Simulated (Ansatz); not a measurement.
C₂HPSi

The calculation's input:

```
crystal:
  periodic: [false, false, false]
  atoms:
    - {symbol: C, position_ang: [0.000000, 0.000000, -0.400834]}
    - {symbol: C, position_ang: [0.000000, 0.000000, -1.620556]}
    - {symbol: P, position_ang: [0.000000, 0.000000, 3.336342]}
    - {symbol: Si, position_ang: [0.000000, 0.000000, 1.382328]}
    - {symbol: H, position_ang: [0.000000, 0.000000, -2.697280]}
basis:
  gaussian: {orbitals: def2-TZVPD}
output: {forces: true, orbitals: {seedname: orbitals}}
total_charge: 0
hamiltonian: {xc: pbe0}
```

Command:

```sh
ansatz run input.yaml --threads 1 --pin off --max-ram 2610MiB --events-out events.jsonl --progress --plain --runs-dir runs
```

Geometry: PBE0-D3(BJ)/def2-SVP.

All numbers below come from Ansatz, isolated molecule in a Gaussian basis; Kohn-Sham density functional theory, functional PBE0.

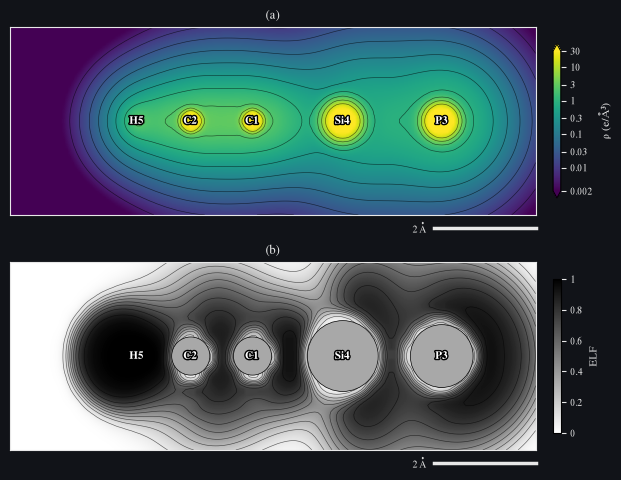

Figure 1. (a) electron density; (b) ELF on a plane that holds the molecular axis. Grey discs cover the atomic cores in the ELF map.

### Interpret the plot.

- The section cuts through C, P, Si and H sites.
- C–C (1.22 Å): ρ is about 2.8 e/Å³ halfway; the ELF peaks at about 0.85 between the atoms (a multiple bond).
- C–Si (1.78 Å): ρ at the midpoint is about 1 e/Å³; the ELF peaks at about 0.95 between the atoms; a covalent bond.
- Si–P (1.95 Å): ρ is about 0.89 e/Å³ halfway; the ELF peaks at about 0.75 between the atoms; localised, covalent bonding.
- C–H (1.08 Å): ρ is about 2.1 e/Å³ halfway; the ELF climbs to about 1 towards the hydrogen, as it does in any bond to H (a covalent bond by its length).
- The ELF also peaks beside P3, away from the bonds: lone-pair regions.

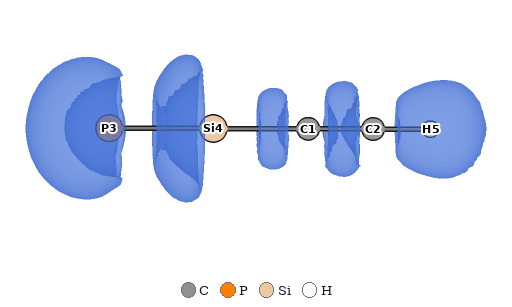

Figure 2. Isosurface of the ELF at 0.8 (blue), seen from one side. Only the valence region is drawn (cores and ρ < 0.01 e/Å³ removed).

### Describe the localisation domains.

The ELF exceeds this value in one region between bonded C–C atoms (shared pairs), one region between bonded C–Si atoms (shared pairs), one region between bonded P–Si atoms (shared pairs), one region around a hydrogen nucleus and one lobe on P, pointing away from the bonds (lone pairs).

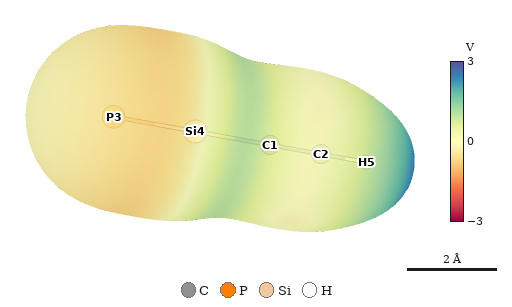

Figure 3. The electrostatic potential painted on the density surface at 0.002 e/bohr³, seen at a tilt; the colour scale runs from red (negative) to blue (positive).

### Describe the electrostatic potential map.

The most negative region (about −0.7 V) lies over P3 and Si4, the most positive (about +2.5 V) over H5.
